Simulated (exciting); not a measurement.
# Core excitons at the Se K edge of Zn2SeS

Wanted: the near-edge spectrum and the bound core excitons at the Se K edge of Zn2SeS.

Program: exciting sodium. Level of theory: X-ray absorption, core-level Bethe-Salpeter equation, exchange and statically screened direct term, Tamm-Dancoff, all-electron LAPW+lo LDA. Results are calculated unless marked as measured.

## Step 1: The starting structure

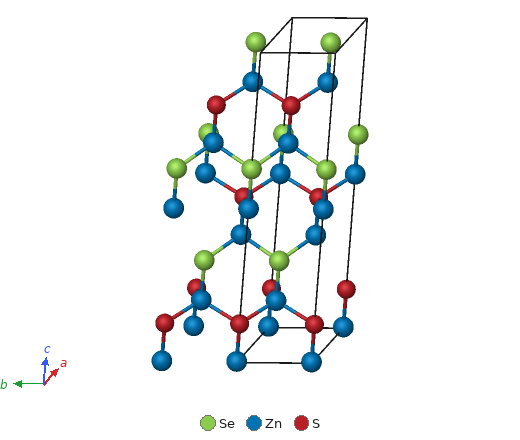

The starting structure, seen from a free direction (selenium green, zinc blue, sulfur red). 1×2×1 cells are drawn. This picture shows the conventional cell, with its axes. Some periodic images of atoms are drawn too.

Structure file:

```xyz
4
Lattice="1.9537 1.1280 6.3837 -1.9537 1.1280 6.3837 0.0000 -2.2560 6.3837" Properties=species:S:1:pos:R:3 pbc="T T T"
Se    0.0000    0.0000   11.9603
Zn    0.0000    0.0000    9.5061
Zn    0.0000    0.0000    0.0717
S     0.0000    0.0000    2.4006
```

Differences between curves are given as r.m.s. difference over r.m.s. height.

## Step 2: Ground state

The species files are the program's own, with muffin-tin radii set in the input.

Contents of input.xml:

```
<input>
  <title>Zn2SeS</title>
  <structure speciespath="." autormt="false" epslat="1.0e-5">
    <crystal>
      <basevect>3.6920517244 2.1316070569 12.0633561391</basevect>
      <basevect>-3.6920517244 2.1316070569 12.0633561391</basevect>
      <basevect>0.0000000000 -4.2632141139 12.0633561391</basevect>
    </crystal>
    <species speciesfile="Se.xml" rmt="2.219">
      <atom coord="0.6245269400 0.6245269400 0.6245269400"/>
    </species>
    <species speciesfile="Zn.xml" rmt="2.219">
      <atom coord="0.4963773900 0.4963773900 0.4963773900"/>
      <atom coord="0.0037438600 0.0037438600 0.0037438600"/>
    </species>
    <species speciesfile="S.xml" rmt="2.050">
      <atom coord="0.1253508100 0.1253508100 0.1253508100"/>
    </species>
  </structure>
  <groundstate do="fromscratch" xctype="LDA_PW" ngridk="3 3 3" rgkmax="7" gmaxvr="14" nempty="8" swidth="0.001" maxscl="100" epsengy="1e-5"/>
</input>
```

Command:

```sh
$ OMP_NUM_THREADS=1 mpirun -n 4 exciting
```

Numbers of over 12 decimals in the logs are rounded to 6 here.

Output:

```text
EXCITING SODIUM started
********************************************************************************
* Ground-state run starting from atomic densities                              *
********************************************************************************
+ Starting initialization                                                      +
[... lattice and species ...]
 Spin treatment                             :    spin-unpolarised
 Number of Bravais lattice symmetries       :      12
[...]
valence-band maximum at    1      0.0000  0.0000  0.0000
     conduction-band minimum at    1      0.0000  0.0000  0.0000
+ Self-consistent loop stopped                                                 +
 STATE.OUT is written
********************************************************************************
* Groundstate module stopped                                                   *
********************************************************************************
 Total time spent (seconds)                 :       151.90
| EXCITING SODIUM stopped                                                      =
[key lines of the parts left out:]
Total energy                               :     -6412.08922846
Fermi energy                               :         0.14152453
```

Run time: 2.6 min. Hardware: 4 MPI ranks of Intel Xeon at 2.50GHz (Skylake/Cascade Lake), shared host.

The mesh shows a gap of 1.21 eV. Core levels (Dirac, from the valence top):

```csv
atom,level,energy (eV)
Se,2s1/2,-1597.5
Se,2p1/2,-1433.9
Se,2p3/2,-1392.2
Se,3s1/2,-206.1
Se,3p1/2,-150.1
Se,3p3/2,-144.2
```

## Step 3: A richer basis for the empty states

Each species file gets more local orbitals, built from u and its energy derivative at 0.15 Ha and u at 0.9 Ha.

input.xml is that of step 2.

Contents of SPECIES.xml, added lines:

```
<lo l="L">  <!-- L = 0, 1, 2 -->
  <wf matchingOrder="0" trialEnergy="0.1500" searchE="false"/>
  <wf matchingOrder="1" trialEnergy="0.1500" searchE="false"/>
  <wf matchingOrder="0" trialEnergy="0.9000" searchE="false"/>
</lo>
```

Command:

```sh
$ OMP_NUM_THREADS=1 mpirun -n 4 exciting
```

Output:

```text
EXCITING SODIUM started
********************************************************************************
* Ground-state run starting from atomic densities                              *
********************************************************************************
+ Starting initialization                                                      +
[... lattice and species ...]
 Spin treatment                             :    spin-unpolarised
 Number of Bravais lattice symmetries       :      12
[...]
valence-band maximum at    1      0.0000  0.0000  0.0000
     conduction-band minimum at    1      0.0000  0.0000  0.0000
+ Self-consistent loop stopped                                                 +
 STATE.OUT is written
********************************************************************************
* Groundstate module stopped                                                   *
********************************************************************************
 Total time spent (seconds)                 :       140.10
| EXCITING SODIUM stopped                                                      =
[key lines of the parts left out:]
Total energy                               :     -6412.09066598
Fermi energy                               :         0.14185832
```

Run time: 2.4 min. Hardware: 4 MPI ranks.

Against the first ground state the total energy moves by -10 meV an atom and the gap by 0.00 eV.

## Step 4: Screening, kernels and BSE for Se atom 1

The absorber has 3 Zn at 2.42 Å and 1 Zn at 2.45 Å (tetrahedral, site symmetry 3m).

Edit input.xml of step 3 so:

```diff
@@ -19,3 +19,20 @@
   </structure>
-  <groundstate do="fromscratch" xctype="LDA_PW" ngridk="3 3 3" rgkmax="7" gmaxvr="14" nempty="8" swidth="0.001" maxscl="100" epsengy="1e-5"/>
+  <groundstate do="skip" xctype="LDA_PW" ngridk="3 3 3" rgkmax="7" gmaxvr="14" nempty="8" swidth="0.001" maxscl="100" epsengy="1e-5"/>
+  <xs xstype="BSE" ngridk="3 3 3" ngridq="3 3 3" vkloff="0.097 0.273 0.493" rgkmax="7" nempty="34" gqmax="3" lmaxapwwf="5" lmaxemat="2" broad="0.04300" tevout="true">
+    <energywindow intv="457.978 459.595" points="439"/>
+    <screening screentype="full" nempty="57"/>
+    <BSE xas="true" xasspecies="1" xasatom="1" xasedge="K" bsetype="singlet" nstlxas="1 30"/>
+    <qpointset>
+      <qpoint>0 0 0</qpoint>
+    </qpointset>
+    <plan>
+      <doonly task="xsgeneigvec"/>
+      <doonly task="writepmatxs"/>
+      <doonly task="scrgeneigvec"/>
+      <doonly task="scrwritepmat"/>
+      <doonly task="screen"/>
+      <doonly task="scrcoulint"/>
+      <doonly task="exccoulint"/>
+    </plan>
+  </xs>
 </input>
```

Contents of input.xml for the last start (plan only):

```
  <plan>
    <doonly task="bse"/>
  </plan>
```

Command:

```sh
$ OMP_NUM_THREADS=1 mpirun -n 4 exciting
$ OMP_NUM_THREADS=4 exciting
```

Output:

```text
| EXCITING SODIUM started for task xsgeneigvec ( 301)                          =
One-shot GS runs for BSE calculations
One-shot GS runs for k+qmt/2 grids
Info(xsgeneigvec): Generating eigenvectors for Q-point      1
Info(xsgeneigvec): Generation of eigenvectors finished
| EXCITING SODIUM started for task writepmatxs ( 320)                          =
Info(writepmatxs): Momentum matrix elements finished
| EXCITING SODIUM started for task scrgeneigvec ( 401)                         =
One-shot GS runs for BSE calculations
One-shot GS runs for k+qmt/2 grids
[...]
Info(setup_bse_block): Setting up RR part of hamiltonian
Info(setup_bse_block): Singlet spin state
Info(bse): Diagonalizing RR Hamiltonian (TDA)
Info(bse): Invoking Lapack routine ZHEEVR
      1620 eigen solutions found in the interval:
         i1=       1 i2=    1620
Info(bse): Writing excition energies and oscillator strengths to text file.
Info(makespectrum_dist): Making spectrum using formula for coupling with time reversed AR basis.
Info(makespectrum_dist): Using formalism for vanishing momentum transfer.
Info(writederived): Writing quantities derived from the macroscopic dielectric function.
Info(bselauncher): Spectrum finished for iqmt=  1
Info(bselauncher): All done for BSE type singlet
```

It took 70 min on 4 MPI ranks.

Wall time by task: xsgeneigvec 23 s, writepmatxs 26 s, scrgeneigvec 14 s, scrwritepmat 13 s, screen 37 min, scrcoulint 23 min, exccoulint 9.3 min, bse 10 s.

The Se K spectrum of Se atom 1 (energy from the Kohn–Sham onset, core level to the lowest empty state found on the meshes used, 12474.21 eV; the ground-state mesh sets it, and the shifted mesh has its lowest transition 0.96 eV above it; Im ε scaled to the maximum of the singlet run; cut below the end of the band set):

```
E (eV)  isotropic  ε ⊥ c  ε ∥ c
  -8.0       0.03   0.03   0.03
  -7.0       0.03   0.03   0.03
  -6.0       0.04   0.04   0.04
  -5.0       0.05   0.05   0.05
  -4.0       0.07   0.07   0.07
  -3.0       0.09   0.09   0.09
  -2.0       0.13   0.13   0.14
  -1.0       0.22   0.21   0.22
   0.0       0.41   0.40   0.43
   1.0       0.78   0.75   0.83
   2.0       1.00   0.98   1.04
   3.0       0.96   0.95   0.98
   4.0       0.93   0.92   0.94
   5.0       0.85   0.84   0.89
   6.0       0.77   0.76   0.79
   7.0       0.68   0.70   0.65
   8.0       0.65   0.68   0.58
   9.0       0.55   0.57   0.49
  10.0       0.41   0.42   0.38
  11.0       0.36   0.37   0.36
  12.0       0.38   0.37   0.39
  13.0       0.43   0.41   0.47
  14.0       0.46   0.44   0.50
  15.0       0.43   0.41   0.47
  16.0       0.39   0.37   0.43
  17.0       0.39   0.40   0.38
  18.0       0.35   0.38   0.30
  19.0       0.31   0.33   0.25
```

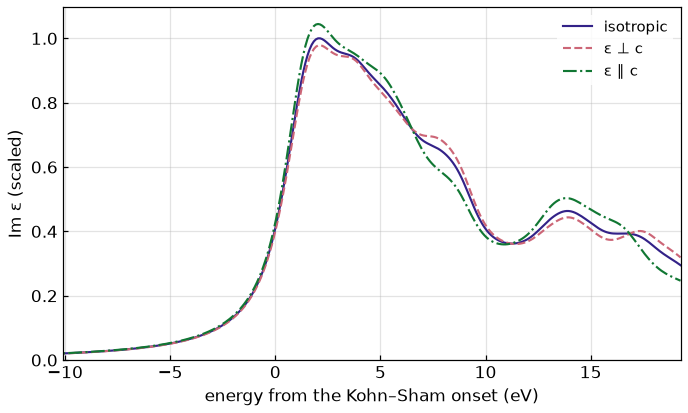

The Se K edge of Se atom 1.

Maxima (height): 2.1 eV (1.00) and 13.9 eV (0.46).

The Hamiltonian has 1620 rows. The lowest groups of eigenvalues and the brightest ones, on the scale above (the program counts from the shifted mesh's onset, 0.96 eV higher). Core spinors bring spin-forbidden partners, so dark means forbidden by spin or by symmetry, and the shifted mesh splits states that symmetry would keep together:

```
energy (eV)  states within 10 meV  relative strength
      0.395                     2               0.34
      0.847                     2               0.21
      1.025                     2               0.47
      1.159                     2               0.86
      1.278                     4               1.00
      1.339                     2               0.69
      1.574                     2               0.47
      3.068                     2               0.47
      4.860                     2               0.50
```

## Step 5: Independent particles

Edit input.xml of step 4 so:

```diff
@@ -23,3 +23,3 @@
     <screening screentype="full" nempty="57"/>
-    <BSE xas="true" xasspecies="1" xasatom="1" xasedge="K" bsetype="singlet" nstlxas="1 30"/>
+    <BSE xas="true" xasspecies="1" xasatom="1" xasedge="K" bsetype="IP" nstlxas="1 30"/>
     <qpointset>
@@ -28,9 +28,3 @@
     <plan>
-      <doonly task="xsgeneigvec"/>
-      <doonly task="writepmatxs"/>
-      <doonly task="scrgeneigvec"/>
-      <doonly task="scrwritepmat"/>
-      <doonly task="screen"/>
-      <doonly task="scrcoulint"/>
-      <doonly task="exccoulint"/>
+      <doonly task="bse"/>
     </plan>
```

Command:

```sh
$ OMP_NUM_THREADS=4 exciting
```

Output:

```text
| EXCITING SODIUM started for task bse ( 445)                                  =
Info(bselauncher): Init time:    1.892846
Info(bselauncher): Setting up and diagonalizing BSE Hamiltonian.
Info(bselauncher): Using momentum transfer vectors from list :   1 to  1
Info(bselauncher): Distributing qmt-points over   1 processes.
Info(bselauncher): BSE type: IP
Info(bselauncher): Momentum transfer list index: iqmt=  1
Info(bselauncher): Momentum transfer: vqmtl=   0.000   0.000   0.000
Info(bse): Inspecting occupations...
Info(setranges_modxs): Number of non-reduced k-points:       27
[...]
highest unoccupied state:  59
  Opening gap with a scissor of:      0.000/H      0.000/eV
Info(select_transitions): Number of participating transitions:    1620
Info(bse): Selecting transitions...
Info(bse):bsegap (eV): 12475.168824
Info(bse): IP requested, nothing much to do
Info(bse): Writing excition energies and oscillator strengths to text file.
Info(makespectrum_dist): Making spectrum using formula for coupling with time reversed AR basis.
Info(makespectrum_dist): Using formalism for vanishing momentum transfer.
Info(writederived): Writing quantities derived from the macroscopic dielectric function.
Info(bselauncher): Spectrum finished for iqmt=  1
Info(bselauncher): All done for BSE type IP
```

Run time: 3 s. Hardware: 4 threads.

Maxima (height): 6.3 eV (0.78), 9.0 eV (0.75) and 15.4 eV (0.55). The spectrum differs from the singlet run by 40 % r.m.s. Moving the earlier curve by +2.4 eV leaves 20 %. The highest maximum lies at 6.3 eV (0.78), against 2.1 eV (1.00).

## Step 6: Exchange alone

Edit input.xml of step 5 so:

```diff
@@ -23,3 +23,3 @@
     <screening screentype="full" nempty="57"/>
-    <BSE xas="true" xasspecies="1" xasatom="1" xasedge="K" bsetype="IP" nstlxas="1 30"/>
+    <BSE xas="true" xasspecies="1" xasatom="1" xasedge="K" bsetype="RPA" nstlxas="1 30"/>
     <qpointset>
```

Command:

```sh
$ OMP_NUM_THREADS=4 exciting
```

Output:

```text
| EXCITING SODIUM started for task bse ( 445)                                  =
Info(bselauncher): Init time:    1.568631
Info(bselauncher): Setting up and diagonalizing BSE Hamiltonian.
Info(bselauncher): Using momentum transfer vectors from list :   1 to  1
Info(bselauncher): Distributing qmt-points over   1 processes.
Info(bselauncher): BSE type: RPA
Info(bselauncher): Momentum transfer list index: iqmt=  1
Info(bselauncher): Momentum transfer: vqmtl=   0.000   0.000   0.000
Info(bse): Inspecting occupations...
Info(setranges_modxs): Number of non-reduced k-points:       27
[...]
Info(setup_bse_block): Setting up RR part of hamiltonian
Info(setup_bse_block): Using RPA approximation
Info(bse): Diagonalizing RR Hamiltonian (TDA)
Info(bse): Invoking Lapack routine ZHEEVR
      1620 eigen solutions found in the interval:
         i1=       1 i2=    1620
Info(bse): Writing excition energies and oscillator strengths to text file.
Info(makespectrum_dist): Making spectrum using formula for coupling with time reversed AR basis.
Info(makespectrum_dist): Using formalism for vanishing momentum transfer.
Info(writederived): Writing quantities derived from the macroscopic dielectric function.
Info(bselauncher): Spectrum finished for iqmt=  1
Info(bselauncher): All done for BSE type RPA
```

It took 12 s on 4 threads.

Maxima (height): 6.3 eV (0.78), 9.0 eV (0.75) and 15.4 eV (0.55). The spectrum is that of the independent-particle run within 1 %.

## Step 7: From independent particles to the full kernel

| level | curve passes 0.15 (eV) | highest maximum (eV) | its height |
| --- | --- | --- | --- |
| IP | 0.3 | 6.3 | 0.78 |
| RPA | 0.3 | 6.3 | 0.78 |
| singlet | -1.7 | 2.1 | 1.00 |

```csv
E (eV),IP,RPA,singlet
-8.0,0.02,0.02,0.03
-7.0,0.02,0.02,0.03
-6.0,0.03,0.03,0.04
-5.0,0.03,0.03,0.05
-4.0,0.04,0.04,0.07
-3.0,0.05,0.05,0.09
-2.0,0.06,0.06,0.13
-1.0,0.08,0.08,0.22
0.0,0.13,0.13,0.41
1.0,0.23,0.23,0.78
2.0,0.40,0.40,1.00
3.0,0.58,0.58,0.96
4.0,0.68,0.68,0.93
5.0,0.74,0.74,0.85
6.0,0.78,0.78,0.77
7.0,0.77,0.77,0.68
8.0,0.73,0.73,0.65
9.0,0.75,0.75,0.55
10.0,0.65,0.65,0.41
11.0,0.50,0.50,0.36
12.0,0.45,0.45,0.38
13.0,0.45,0.45,0.43
14.0,0.51,0.51,0.46
15.0,0.55,0.55,0.43
16.0,0.54,0.54,0.39
17.0,0.53,0.53,0.39
18.0,0.51,0.51,0.35
19.0,0.48,0.48,0.31
```

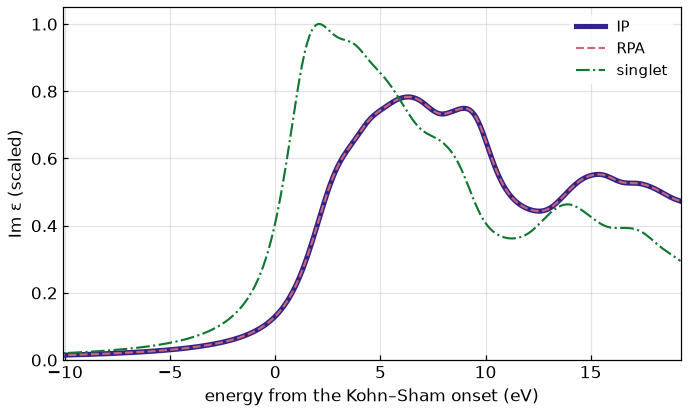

The spectrum at each level.

## Step 8: Outcome

```
absorber and edge   : Se K, atom 1
surroundings        : 3 Zn at 2.42 Å and 1 Zn at 2.45 Å (tetrahedral, site symmetry 3m)
first bright state  : 0.40 eV from the Kohn–Sham onset, on this mesh
highest maximum     : 2.1 eV
cost of the BSE run : 70 min on 4 MPI ranks of Intel Xeon at 2.50GHz (Skylake/Cascade Lake), shared host; the last task ran on as many threads
```

Is a core exciton bound? Undecided on this mesh: the first bright state (over 5 % of the brightest) lies at 0.40 eV from the Kohn–Sham onset and at -0.56 eV from the lowest bare transition of its own mesh. Exchange alone changes the independent-particle spectrum by 0.0 % r.m.s. Binding energies aren't converged on 27 k points, and fine structure above the first lines is partly noise of the mesh. The kernel cutoff is low for a compact core orbital, so the effect of exchange is a lower bound. The zero comes from the unshifted 3×3×3 ground-state mesh; it is exact only where the band minimum lies on that mesh. The Kohn–Sham onset, 12474 eV, is no photon energy (tabulated edge of the element: 12658 eV): the scale needs a rigid shift. Bands and screening come from semilocal DFT, whose small gap overscreens. Vibrations and energy-dependent lifetimes are left out. The structure is a Materials Project entry, computed there, and may be a hypothetical form.

[Banner, clock and machine lines of the logs are left out without a mark of their own.]

[Logs are printed without paths, hosts, clocks, repeated set-up lines and the standing remarks that a program may print on its own settings, such as how far it seeks lower states.]

[Hosts, paths, dates, database ids (printed as entryN), source tags and the programs' standing remarks are cut or masked in the printed files.]
